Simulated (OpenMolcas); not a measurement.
# Run report: Tc⁴⁺ complex, multiconfigurational calculation (part 2 of 2)

Continued. System: Tc⁴⁺ with 6 ligands (O; octahedron, 2.02 Å), neutralised by 6 outer point charges of +1.3 e, whose field is part of the energies. Method: state-averaged CASSCF, active space 3 electrons in the shell 4d, basis ANO-RCC-VTZP on the metal and ANO-RCC-VDZP on the ligands, DKH2 scalar Hamiltonian, spin-orbit coupling by RASSI with atomic mean-field integrals (OpenMolcas).

**The program's output (extracts), continued**
```
--- RASSI ---
SPIN-FREE ENERGIES:
  (Shifted by EMIN (a.u.) =      -4733.9925510186)

 SF State       Relative EMIN(au)   Rel lowest level(eV)    D:o, cm**(-1)

     1             0.0000000000        0.0000000000              0.0000
    11             0.0697424025        1.8977874522          15306.6881
    12             0.0697424025        1.8977874522          15306.6881
    13             0.0727106512        1.9785576132          15958.1434
    14             0.0727106512        1.9785576132          15958.1434
    15             0.0727106517        1.9785576276          15958.1435
     2             0.1020372130        2.7765740150          22394.5797
     3             0.1020372130        2.7765740150          22394.5797
     4             0.1020372130        2.7765740150          22394.5797
    16             0.1067988947        2.9061459731          23439.6480
    17             0.1067988952        2.9061459876          23439.6482
    18             0.1067988956        2.9061460001          23439.6483
     5             0.1336316725        3.6363030549          29328.7621
     6             0.1336316736        3.6363030843          29328.7623
     7             0.1336316736        3.6363030843          29328.7623
    19             0.1559836091        4.2445302343          34234.4451
    20             0.1573856230        4.2826809781          34542.1516
    21             0.1573856236        4.2826809928          34542.1517
    22             0.1573856236        4.2826809928          34542.1517
    23             0.1646443340        4.4802005655          36135.2545
    24             0.1646443349        4.4802005890          36135.2547
    25             0.1646443363        4.4802006291          36135.2550
    26             0.1743587489        4.7445432605          38267.3221
    27             0.1743587511        4.7445433226          38267.3226
    28             0.1806474741        4.9156681925          39647.5378
    29             0.1806474759        4.9156682414          39647.5382
    30             0.1806474778        4.9156682928          39647.5386
    31             0.2058114551        5.6004149973          45170.3932
    32             0.2058114559        5.6004150197          45170.3934
    33             0.2058114585        5.6004150902          45170.3940
    34             0.2127302903        5.7886860955          46688.9020
     9             0.2240886522        6.0977628692          49181.7743
     8             0.2240886522        6.0977628692          49181.7743
    10             0.2240886532        6.0977628944          49181.7745
    35             0.2609383186        7.1004933736          57269.3413
    36             0.2609383231        7.1004934967          57269.3423
    37             0.2632590014        7.1636423704          57778.6723
    38             0.2632590035        7.1636424278          57778.6728
    39             0.2632590052        7.1636424721          57778.6731
    40             0.2635788889        7.1723469519          57848.8795
Eigenvalues of complex Hamiltonian:
   -----------------------------------
  (Shifted by EMIN (a.u.) =      -4733.9925510186)

 SO State       Relative EMIN(au)   Rel lowest level(eV)    D:o, cm**(-1)

     1            -0.0005881859        0.0000000001              0.0000
     2            -0.0005881859        0.0000000001              0.0000
     3            -0.0005881859        0.0000000000              0.0000
     4            -0.0005881859        0.0000000000              0.0000
     5             0.0685491721        1.8813233512          15173.8961
     6             0.0685491721        1.8813233512          15173.8961
     7             0.0685491721        1.8813233521          15173.8962
     8             0.0685491721        1.8813233521          15173.8962
     9             0.0713321690        1.9570525560          15784.6934
    10             0.0713321690        1.9570525560          15784.6934
    11             0.0713321692        1.9570525621          15784.6934
    12             0.0713321692        1.9570525621          15784.6934
    13             0.0726217686        1.9921443500          16067.7278
    14             0.0726217686        1.9921443500          16067.7278
    15             0.0996558219        2.7277784138          22001.0166
    16             0.0996558219        2.7277784138          22001.0166
    17             0.1000416709        2.7382779023          22085.7007
    18             0.1000416709        2.7382779023          22085.7007
    19             0.1000416712        2.7382779081          22085.7008
    20             0.1000416712        2.7382779081          22085.7008
    21             0.1030142089        2.8191647809          22738.0974
    22             0.1030142090        2.8191647825          22738.0974
    23             0.1030142089        2.8191647809          22738.0974
    24             0.1030142090        2.8191647825          22738.0974
    25             0.1031203600        2.8220532989          22761.3949
    26             0.1031203600        2.8220532989          22761.3949
    27             0.1073493457        2.9371298623          23689.5500
    28             0.1073493457        2.9371298623          23689.5500
    29             0.1073493465        2.9371298852          23689.5501
    30             0.1073493465        2.9371298852          23689.5501
    31             0.1077087247        2.9469090641          23768.4245
    32             0.1077087247        2.9469090641          23768.4245
    33             0.1329037864        3.6325016186          29298.1014
    34             0.1329037864        3.6325016186          29298.1014
    35             0.1338145315        3.6572842547          29497.9868
    36             0.1338145315        3.6572842547          29497.9868
    37             0.1338145320        3.6572842697          29497.9870
    38             0.1338145320        3.6572842697          29497.9870
    39             0.1341431811        3.6662272655          29570.1171
    40             0.1341431811        3.6662272655          29570.1171
    41             0.1341431817        3.6662272837          29570.1172
Weights of the five most important spin-orbit-free states for each spin-orbit state.

 SO State  Total energy (au)           Spin-free states, spin, and weights
 -------------------------------------------------------------------------------------------------------
    1        -0.000588       1 1.5  0.9946    3 1.5  0.0015   18 0.5  0.0013    4 1.5  0.0009   16 0.5  0.0007
    2        -0.000588       1 1.5  0.9946    3 1.5  0.0015   18 0.5  0.0013    4 1.5  0.0008   16 0.5  0.0008
    3        -0.000588       1 1.5  0.9946    2 1.5  0.0015   17 0.5  0.0013    4 1.5  0.0009   16 0.5  0.0007
    4        -0.000588       1 1.5  0.9946    2 1.5  0.0014   17 0.5  0.0013    4 1.5  0.0010   16 0.5  0.0006
    5         0.068549      12 0.5  0.9504   11 0.5  0.0195    4 1.5  0.0128    3 1.5  0.0044   16 0.5  0.0036
    6         0.068549      12 0.5  0.9504   11 0.5  0.0195    4 1.5  0.0128    3 1.5  0.0044   16 0.5  0.0036
    7         0.068549      11 0.5  0.9504   12 0.5  0.0195    2 1.5  0.0107    3 1.5  0.0086   18 0.5  0.0030
    8         0.068549      11 0.5  0.9504   12 0.5  0.0195    2 1.5  0.0107    3 1.5  0.0086   18 0.5  0.0030
    9         0.071332      15 0.5  0.5755   14 0.5  0.3753   13 0.5  0.0232   18 0.5  0.0093   17 0.5  0.0041
   10         0.071332      15 0.5  0.5755   14 0.5  0.3753   13 0.5  0.0232   18 0.5  0.0093   17 0.5  0.0041
   11         0.071332      13 0.5  0.6261   14 0.5  0.2740   15 0.5  0.0739   16 0.5  0.0086   17 0.5  0.0056
   12         0.071332      13 0.5  0.6261   14 0.5  0.2740   15 0.5  0.0739   16 0.5  0.0086   17 0.5  0.0056
```

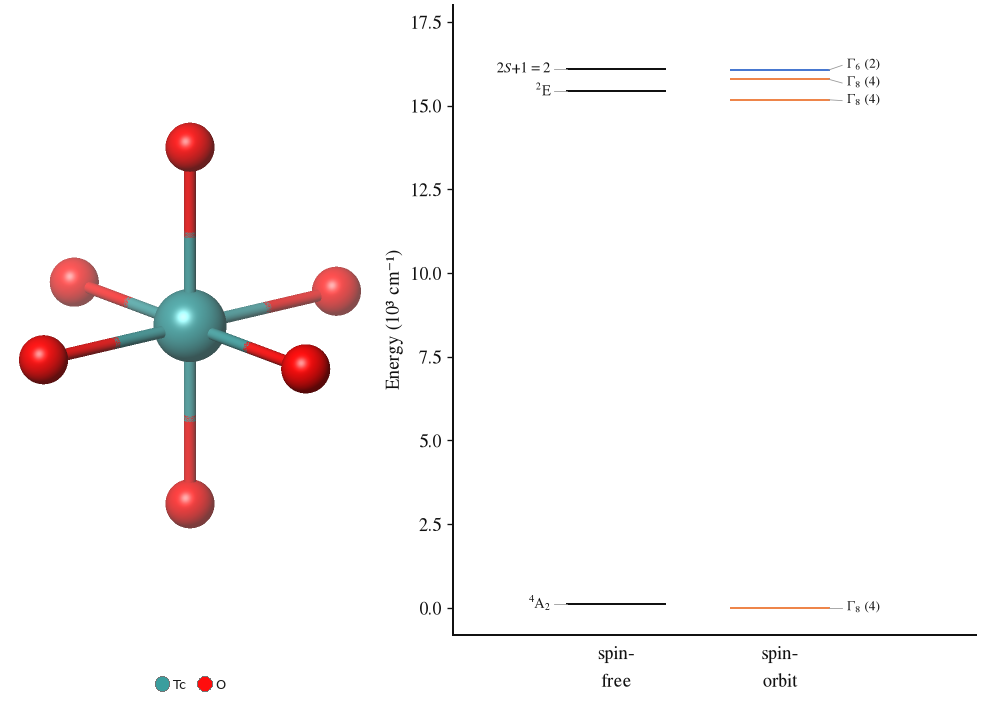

Tc⁴⁺ (4d³) with 6 ligands, O²⁻, at 2.02 Å (arrangement: octahedron, Oh), neutralised by outer point charges of +1.3 e, and its levels. Labels give the representation in O, Td, D4 or D3 as the site allows (double group for half-integer spin) where it could be assigned and, in brackets, the degeneracy; spin-free states, where drawn, share the zero of the spin-orbit levels. The ground level is Γ₈, 4-fold degenerate, 100 % from states of spin multiplicity 4. The next level lies at 15,200 cm⁻¹ (Γ₈). The lowest spin-free state is ⁴A₂. The active orbitals hold 72 to 91 % metal character (Löwdin), and the Mulliken charge of the metal is +1.35.

**Results in brief**

```tsv
quantity	value
outcome	converged
energy of the lowest spin-free term	−4733.99255 hartree
energy of the lowest spin-orbit level	−4733.99314 hartree
largest spread among components of a term	0.0 cm⁻¹
hardware	1 thread of Arm Neoverse V2, 24 GiB of memory available, shared host
wall time	33 s
peak memory	0.4 GiB
```

**Remarks**

Without dynamic correlation the splittings between terms come out too large, often by 20 to 50 %. Limits: covalent bonds, ligand orbitals missing from the active space; bare point charges leave oxide and sulfide ligands too diffuse, field too small; distances are set from ionic radii, not optimised.
